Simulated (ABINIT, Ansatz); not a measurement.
# NaI (Fm-3m): changed settings of a GW run in ABINIT

A base run on NaI (Fm-3m), then changed inputs.

Main program and level: ABINIT 10.8.3; PBE and many-body steps on it, plane waves.

### Step 1. Starting point

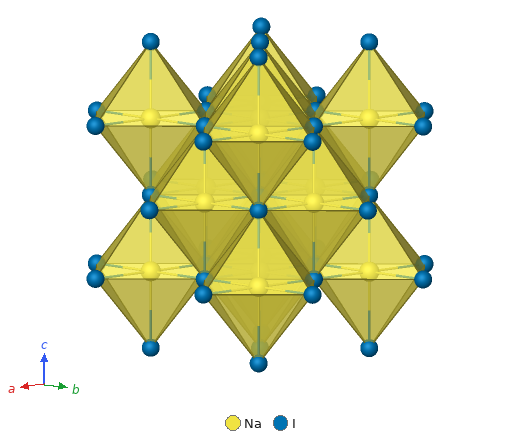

The cell as given, from a free direction (sodium yellow, iodine blue). This picture shows the conventional cell, with its axes. Some periodic images of atoms are drawn too.

The cell and positions come from the Crystallography Open Database and are kept as given unless a step says otherwise. Spin-orbit coupling is left out unless a step names it.

### Step 2. Screening, 4×4×4 mesh, 70 bands, screening to 114.3 eV

This step: ABINIT 10.8.3; RPA screening on PBE, plane waves, norm-conserving pseudopotentials.

The RPA dielectric matrix is built and inverted for each q.

run.abi reads:

```
acell 3*1.0 Angstrom
rprim 
  0.000000000000 3.236400000000 3.236400000000
  3.236400000000 -0.000000000000 3.236400000000
  3.236400000000 3.236400000000 -0.000000000000
ntypat 2
znucl 11 53
natom 2
typat 1 2
xred 
  0.000000000000 0.000000000000 0.000000000000
  0.500000000000 0.500000000000 0.500000000000
pp_dirpath "pseudos"
pseudos "Na.upf, I.upf"
ecut 38
ngkpt 4 4 4
nshiftk 1
shiftk 0 0 0
kptopt 1
chksymbreak 0
istwfk *1
occopt 1
irdwfk 1
optdriver 3
nband 70
ecuteps 4.2
inclvkb 2
awtr 1
symchi 1
indata_prefix "in"
outdata_prefix "out"
tmpdata_prefix "tmp"
```

Command:

```console
$ OMP_NUM_THREADS=1 mpirun -n 4 abinit run.abi > log
```

The program printed:

```text
.Version 10.8.3 of ABINIT. v10.8.2 released Aug 2026.

 Symmetries : space group Fm -3 m (#225); Bravais cF (face-center cubic)
[... echo of the input left out ...]
== DATASET  1 ==================================================================
-   mpi_nproc: 4, omp_nthreads: 1 (-1 if OMP is not activated)

--- !DatasetInfo
iteration_state: {dtset: 1, }
dimensions: {natom: 2, nkpt: 8, mband: 70, nsppol: 1, nspinor: 1, nspden: 1, mpw: 5124, }
cutoff_energies: {ecut:  38.0, pawecutdg:  -1.0, }
electrons: {nelect:   1.60000000E+01, charge:   0.00000000E+00, occopt:   1.00000000E+00, tsmear:   1.00000000E-02, }

 SCREENING: Calculation of the susceptibility and dielectric matrices

 Based on a program developped by R.W. Godby, V. Olevano, G. Onida, and L. Reining.
 Incorporated in ABINIT by V. Olevano, G.-M. Rignanese, and M. Torrent.
.Using double precision arithmetic ; gwpc =  8

[... cell and pseudopotentials left out ...]
--------------------------------------------------------------------------------

 ==== K-mesh for the wavefunctions ====
 Number of points in the irreducible wedge :     8
[... list of points left out ...]
 Together with 48 symmetry operations and time-reversal symmetry
 yields    64 points in the full Brillouin Zone.

 ==== Q-mesh for the screening function ====
 Number of points in the irreducible wedge :     8
[... list of points left out ...]
 Together with 48 symmetry operations and time-reversal symmetry
 yields    64 points in the full Brillouin Zone.

 setmesh: FFT mesh size selected  =    32x   32x   32
          total number of points  =        32768

 vcoul_init : cutoff-mode = AUXILIARY_FUNCTION
 q-points for optical limit:   1
     1)      0.000010    0.000020    0.000030

- screening: taking advantage of time-reversal symmetry
- Maximum band index for partially occupied states nbvw = 8
- Remaining bands to be divided among processors   nbcw = 62
- Number of bands treated by each node ~15

 Number of electrons calculated from density =   16.0000; Expected =   16.0000
 average of density, n =  0.034971
 r_s =    1.8970
 omega_plasma =   18.0389 [eV]

 calculating chi0 at frequencies [eV] :
  1    0.000000E+00    0.000000E+00
  2    0.000000E+00    1.803886E+01

--------------------------------------------------------------------------------
  q-point number  1        q = ( 0.000000, 0.000000, 0.000000) [r.l.u.]
--------------------------------------------------------------------------------
[... chi0 elements left out ...]
 For q-point:  0.000010 0.000020 0.000030
  dielectric constant =   3.2336
  dielectric constant without local fields =   3.9319

  Average fulfillment of the sum rule on Im[epsilon] for q-point    1 :     57.56  [%]
[... wings left out ...]
  q-point number  2        q = ( 0.250000, 0.000000, 0.000000) [r.l.u.]
--------------------------------------------------------------------------------
[... chi0 elements left out ...]
  Average fulfillment of the sum rule on Im[epsilon] for q-point    2 :     68.53  [%]

 [... 6 further q-points ...]
```

The job ended after 33 s (4 MPI ranks of Arm Neoverse N1, shared host; peak memory 0.84 GiB; 2.2 min of CPU time).

This step gave:

- ε∞ with local fields, on this mesh, along the program's q direction: 3.234
- the same without local fields: 3.932
- plasma frequency: 18.04 eV
- plane waves in the screening matrix: 169

Local fields lower ε∞ by 18 %.

### Step 3. Base

The self-energy is evaluated for the states that the input lists, and the levels follow from it, in one-shot runs by the linearised quasiparticle equation.

This step: G0W0 on PBE, plane waves, norm-conserving pseudopotentials.

Changes to run.abi since step 2:

```diff
@@ -23,8 +23,15 @@
 irdwfk 1
-optdriver 3
+optdriver 4
 nband 70
+gwcalctyp 0
+ecutsigx 38
+symsigma 1
+nkptgw 1
+kptgw 
+  0.0000000000 0.0000000000 0.0000000000
+bdgw 
+  6 12
 ecuteps 4.2
-inclvkb 2
-awtr 1
-symchi 1
+irdscr 1
+ppmodel 1
 indata_prefix "in"
```

The program printed:

```text
.Version 10.8.3 of ABINIT. v10.8.2 released Aug 2026.

 Symmetries : space group Fm -3 m (#225); Bravais cF (face-center cubic)
[... echo of the input left out ...]
== DATASET  1 ==================================================================
-   mpi_nproc: 4, omp_nthreads: 1 (-1 if OMP is not activated)

--- !DatasetInfo
iteration_state: {dtset: 1, }
dimensions: {natom: 2, nkpt: 8, mband: 70, nsppol: 1, nspinor: 1, nspden: 1, mpw: 5124, }
cutoff_energies: {ecut:  38.0, pawecutdg:  -1.0, }
electrons: {nelect:   1.60000000E+01, charge:   0.00000000E+00, occopt:   1.00000000E+00, tsmear:   1.00000000E-02, }

 SIGMA: Calculation of the GW corrections

 Based on a program developped by R.W. Godby, V. Olevano, G. Onida, and L. Reining.
 Incorporated in ABINIT by V. Olevano, G.-M. Rignanese, and M. Torrent.
.Using double precision arithmetic ; gwpc =  8

[... cell and pseudopotentials left out ...]
--------------------------------------------------------------------------------

 ==== K-mesh for the wavefunctions ====
 Number of points in the irreducible wedge :     8
[... list of points left out ...]
 Together with 48 symmetry operations and time-reversal symmetry
 yields    64 points in the full Brillouin Zone.

 ==== Q-mesh for screening function ====
 Number of points in the irreducible wedge :     8
[... list of points left out ...]
 Together with 48 symmetry operations and time-reversal symmetry
 yields    64 points in the full Brillouin Zone.

 vcoul_init : cutoff-mode = AUXILIARY_FUNCTION
 q-points for optical limit:   1
     1)      0.000010    0.000020    0.000030
 setmesh: FFT mesh size selected  =    50x   50x   50
          total number of points  =       125000

 Number of electrons calculated from density =   16.0000; Expected =   16.0000
 average of density, n =  0.034971
 r_s =    1.8970
 omega_plasma =   18.0389 [eV]

 === KS Band Gaps ===
  >>>> For spin  1
   Minimum direct gap =   3.6392 [eV], located at k-point      :   0.0000  0.0000  0.0000
   Fundamental gap    =   3.6392 [eV], Top of valence bands at :   0.0000  0.0000  0.0000
                                       Bottom of conduction at :   0.0000  0.0000  0.0000
 SIGMA fundamental parameters:
 PLASMON POLE MODEL  1
 number of plane-waves for SigmaX                 5065
 number of plane-waves for SigmaC and W            169
 number of plane-waves for wavefunctions          5065
 number of bands                                    70
 number of independent spin polarizations            1
 number of spinorial components                      1
 number of k-points in IBZ                           8
 number of q-points in IBZ                           8
 number of symmetry operations                      48
 number of k-points in BZ                           64
 number of q-points in BZ                           64
 number of frequencies for dSigma/dE                 9
 frequency step for dSigma/dE [eV]                0.25
 number of omega for Sigma on real axis              0
 max omega for Sigma on real axis  [eV]           0.00
 zcut for avoiding poles [eV]                     0.10

 EPSILON^-1 parameters (SCR file):
 dimension of the eps^-1 matrix on file            169
 dimension of the eps^-1 matrix used               169
 number of plane-waves for wavefunctions          5065
 number of bands                                    70
 number of q-points in IBZ                           8
 number of frequencies                               2
 number of real frequencies                          1
 number of imag frequencies                          1

 matrix elements of self-energy operator (all in [eV])

 Perturbative Calculation

--- !SelfEnergy_ee
iteration_state: {dtset: 1, }
kpoint     : [   0.000,    0.000,    0.000, ]
spin       : 1
KS_gap     :    3.639
QP_gap     :    5.427
Delta_QP_KS:    1.788
data: !SigmaeeData |
     Band     E0 <VxcDFT>   SigX SigC(E0)      Z dSigC/dE  Sig(E)    E-E0       E
        6   0.107 -11.384 -14.313   1.540   0.803  -0.245 -12.499  -1.116  -1.008
        7   0.107 -11.384 -14.313   1.540   0.803  -0.245 -12.499  -1.116  -1.008
        8   0.107 -11.384 -14.313   1.540   0.803  -0.245 -12.499  -1.116  -1.008
        9   3.746  -7.312  -3.615  -2.896   0.840  -0.190  -6.640   0.672   4.418
       10   8.073  -7.141  -3.086  -3.173   0.829  -0.207  -6.410   0.731   8.804
       11   8.073  -7.141  -3.086  -3.173   0.829  -0.207  -6.410   0.731   8.804
       12   8.073  -7.141  -3.086  -3.173   0.829  -0.207  -6.410   0.731   8.804

== END DATASET(S) ==============================================================
================================================================================

 -outvars: echo values of variables after computation  --------
           etotal      0.0000000000E+00
            nband          70
             nkpt           8
          spgroup         225
 [... the other variables as echoed above ...]

 Calculation completed.
```

Wall time 7.4 s (4 MPI ranks); peak memory 0.71 GiB; 29 s of CPU time.

This step gave:

```yaml
g0w0_gap_on_the_points_computed: 5.426 eV
starting_gap_on_the_mesh: 3.639 eV
k_of_the_valence_top: 0, 0, 0
k_of_the_conduction_bottom: 0, 0, 0
z_at_the_valence_top: 0.803
z_at_the_conduction_bottom: 0.84
least_direct_g0w0_gap_on_the_computed_points: 5.426 eV
```

The gap on the mesh goes from 3.64 eV to 5.43 eV, a correction of +1.79 eV.

### Step 4. Broadening of the poles

Changes to run.abi since step 3:

```diff
@@ -36,2 +36,3 @@
 ppmodel 1
+zcut 1.0 eV
 indata_prefix "in"
```

The program printed:

```text
.Version 10.8.3 of ABINIT. v10.8.2 released Aug 2026.

 Symmetries : space group Fm -3 m (#225); Bravais cF (face-center cubic)
[... echo of the input left out ...]
== DATASET  1 ==================================================================
-   mpi_nproc: 4, omp_nthreads: 1 (-1 if OMP is not activated)

--- !DatasetInfo
iteration_state: {dtset: 1, }
dimensions: {natom: 2, nkpt: 8, mband: 70, nsppol: 1, nspinor: 1, nspden: 1, mpw: 5124, }
cutoff_energies: {ecut:  38.0, pawecutdg:  -1.0, }
electrons: {nelect:   1.60000000E+01, charge:   0.00000000E+00, occopt:   1.00000000E+00, tsmear:   1.00000000E-02, }

 SIGMA: Calculation of the GW corrections

 Based on a program developped by R.W. Godby, V. Olevano, G. Onida, and L. Reining.
 Incorporated in ABINIT by V. Olevano, G.-M. Rignanese, and M. Torrent.
.Using double precision arithmetic ; gwpc =  8

[... cell and pseudopotentials left out ...]
--------------------------------------------------------------------------------

 ==== K-mesh for the wavefunctions ====
 Number of points in the irreducible wedge :     8
[... list of points left out ...]
 Together with 48 symmetry operations and time-reversal symmetry
 yields    64 points in the full Brillouin Zone.

 ==== Q-mesh for screening function ====
 Number of points in the irreducible wedge :     8
[... list of points left out ...]
 Together with 48 symmetry operations and time-reversal symmetry
 yields    64 points in the full Brillouin Zone.

 vcoul_init : cutoff-mode = AUXILIARY_FUNCTION
 q-points for optical limit:   1
     1)      0.000010    0.000020    0.000030
 setmesh: FFT mesh size selected  =    50x   50x   50
          total number of points  =       125000

 Number of electrons calculated from density =   16.0000; Expected =   16.0000
[...]
number of q-points in BZ                           64
 number of frequencies for dSigma/dE                 9
 frequency step for dSigma/dE [eV]                0.25
 number of omega for Sigma on real axis              0
 max omega for Sigma on real axis  [eV]           0.00
 zcut for avoiding poles [eV]                     1.00

 EPSILON^-1 parameters (SCR file):
 dimension of the eps^-1 matrix on file            169
 dimension of the eps^-1 matrix used               169
 number of plane-waves for wavefunctions          5065
 number of bands                                    70
 number of q-points in IBZ                           8
 number of frequencies                               2
 number of real frequencies                          1
 number of imag frequencies                          1

 matrix elements of self-energy operator (all in [eV])

 Perturbative Calculation

--- !SelfEnergy_ee
iteration_state: {dtset: 1, }
kpoint     : [   0.000,    0.000,    0.000, ]
spin       : 1
KS_gap     :    3.639
QP_gap     :    5.427
Delta_QP_KS:    1.788
data: !SigmaeeData |
     Band     E0 <VxcDFT>   SigX SigC(E0)      Z dSigC/dE  Sig(E)    E-E0       E
        6   0.107 -11.384 -14.313   1.540   0.803  -0.245 -12.500  -1.116  -1.009
        7   0.107 -11.384 -14.313   1.540   0.803  -0.245 -12.500  -1.116  -1.009
        8   0.107 -11.384 -14.313   1.540   0.803  -0.245 -12.500  -1.116  -1.009
        9   3.746  -7.312  -3.615  -2.896   0.840  -0.191  -6.640   0.672   4.418
       10   8.073  -7.141  -3.086  -3.173   0.829  -0.207  -6.410   0.731   8.804
       11   8.073  -7.141  -3.086  -3.173   0.829  -0.207  -6.410   0.731   8.804
       12   8.073  -7.141  -3.086  -3.173   0.829  -0.207  -6.410   0.731   8.804

== END DATASET(S) ==============================================================
================================================================================

 -outvars: echo values of variables after computation  --------
           etotal      0.0000000000E+00
            nband          70
             nkpt           8
          spgroup         225
 [... the other variables as echoed above ...]

 Calculation completed.
```

The job ended after 7.2 s (4 MPI ranks; peak memory 0.73 GiB).

This step gave:

```yaml
g0w0_gap_on_the_points_computed: 5.427 eV
starting_gap_on_the_mesh: 3.639 eV
k_of_the_valence_top: 0, 0, 0
k_of_the_conduction_bottom: 0, 0, 0
z_at_the_valence_top: 0.803
z_at_the_conduction_bottom: 0.84
least_direct_g0w0_gap_on_the_computed_points: 5.427 eV
```

Against G0W0 in ABINIT (4×4×4 mesh, 70 bands, screening to 114.3 eV, Godby-Needs plasmon pole), the gap moves by +0.001 eV.

### Step 5. Contour deformation on a plasmon-pole file

Changes to run.abi since step 4:

```diff
@@ -25,3 +25,3 @@
 nband 70
-gwcalctyp 0
+gwcalctyp 2
 ecutsigx 38
@@ -35,4 +35,2 @@
 irdscr 1
-ppmodel 1
-zcut 1.0 eV
 indata_prefix "in"
```

The program printed:

```text
.Version 10.8.3 of ABINIT. v10.8.2 released Aug 2026.

 Symmetries : space group Fm -3 m (#225); Bravais cF (face-center cubic)
================================================================================
 Values of the parameters that define the memory need of the present run
     intxc =       0    ionmov =       0      iscf =       7    lmnmax =       6
     lnmax =       6     mgfft =      50  mpssoang =       3    mqgrid =    3001
     natom =       2  nloc_mem =       1    nspden =       1   nspinor =       1
    nsppol =       1      nsym =      48    n1xccc =    2501    ntypat =       2
    occopt =       1   xclevel =       2
-    mband =          70        mffmem =           1         mkmem =           2
       mpw =        5124          nfft =      125000          nkpt =           8
================================================================================
  Rough estimation (10% accuracy) of disk space for files :
================================================================================

--------------------------------------------------------------------------------
------------- Echo of variables that govern the present computation ------------
--------------------------------------------------------------------------------
 -outvars: echo values of preprocessed input variables --------
            acell      1.8897261259E+00  1.8897261259E+00  1.8897261259E+00 Bohr

             bdgw           6      12
      chksymbreak           0
             ecut      3.80000000E+01 Hartree
          ecuteps      4.20000000E+00 Hartree
         ecutsigx      3.80000000E+01 Hartree
          ecutwfn      3.80000000E+01 Hartree
-          fftalg         312
        gwcalctyp           2
           irdscr           1
           irdwfk           1

[...]
setmesh: FFT mesh size selected  =    50x   50x   50
          total number of points  =       125000

 Number of electrons calculated from density =   16.0000; Expected =   16.0000
 average of density, n =  0.034971
 r_s =    1.8970
 omega_plasma =   18.0389 [eV]

 === KS Band Gaps ===
  >>>> For spin  1
   Minimum direct gap =   3.6392 [eV], located at k-point      :   0.0000  0.0000  0.0000
   Fundamental gap    =   3.6392 [eV], Top of valence bands at :   0.0000  0.0000  0.0000
                                       Bottom of conduction at :   0.0000  0.0000  0.0000
 SIGMA fundamental parameters:
 CONTOUR DEFORMATION
 number of plane-waves for SigmaX                 5065
 number of plane-waves for SigmaC and W            169
 number of plane-waves for wavefunctions          5065
 number of bands                                    70
 number of independent spin polarizations            1
 number of spinorial components                      1
 number of k-points in IBZ                           8
 number of q-points in IBZ                           8
 number of symmetry operations                      48
 number of k-points in BZ                           64
 number of q-points in BZ                           64
 number of frequencies for dSigma/dE                 9
 frequency step for dSigma/dE [eV]                0.25
 number of omega for Sigma on real axis              0
 max omega for Sigma on real axis  [eV]           0.00
 zcut for avoiding poles [eV]                     0.10

 EPSILON^-1 parameters (SCR file):
 dimension of the eps^-1 matrix on file            169
 dimension of the eps^-1 matrix used               169
 number of plane-waves for wavefunctions          5065
 number of bands                                    70
 number of q-points in IBZ                           8
 number of frequencies                               2
 number of real frequencies                          1
 number of imag frequencies                          1

 matrix elements of self-energy operator (all in [eV])

 Perturbative Calculation

--- !ERROR
message: |
    Fatal error

--- !ERROR
message: |
    Fatal error

--- from the log ---
Fatal error
```

The job ended after 4.2 s (4 MPI ranks; peak memory 0.43 GiB).

The run stopped with an error after 4.2 s.

The fault put into this input: contour deformation on a plasmon-pole file.

### Step 6. The runs together

Times are wall times on 4 MPI ranks of Arm Neoverse N1, shared host, good to a factor of about two. A run's time includes the screening step that it read.

```tsv
run	mesh	bands	screening cutoff (eV)	DFT gap (eV)	gap on the mesh (eV)	direct (eV)	ε∞ used	time
base	4×4×4	70	114.3	3.639	5.426	5.426	3.23	40 s
broadening of the poles	4×4×4	70	114.3	3.639	5.427	5.427	3.23	40 s
```

### Step 7. What came out

```json
{
  "base": "5.426 eV",
  "broadening of the poles": "5.427 eV",
  "known limits": "not at the basis limit; no spin-orbit coupling"
}
```

**Reading.** Broadening of the poles: no change against base (keys changed: zcut). Bands and cutoff are finite, so the gap is not at the basis limit. The miss can reach some tenths of an eV and take either sign; the mesh is an error of its own. In the G0W0 runs levels were corrected at 1 k point alone, so a gap called «on the mesh» is the least over those, and an edge elsewhere would be missed. The many-body steps are scalar-relativistic: spin-orbit coupling is not in them.

[Paths, hosts, dates, memory and timing lines, banners, echoed tables and standing remarks are left out of the program output.]

[Logs are printed without paths, hosts, clocks, repeated set-up lines and the standing remarks that a program may print on its own settings, such as how far it seeks lower states.]

[Runs of the session that timed out or met a known fault of the program may be left out.]

[Hosts, paths, dates, database ids (printed as entryN), source tags and the programs' standing remarks are cut or masked in the printed files.]

[G0W0 gaps are taken among the corrected bands and points alone; a level outside them can change the order at an edge.]

[Where Ansatz stands beside ABINIT at settings called matched, ABINIT's density can come from a denser mesh and the files from another edition; pairs whose starting gaps differed by over 0.03 eV were left out, so agreement reads better than it is.]
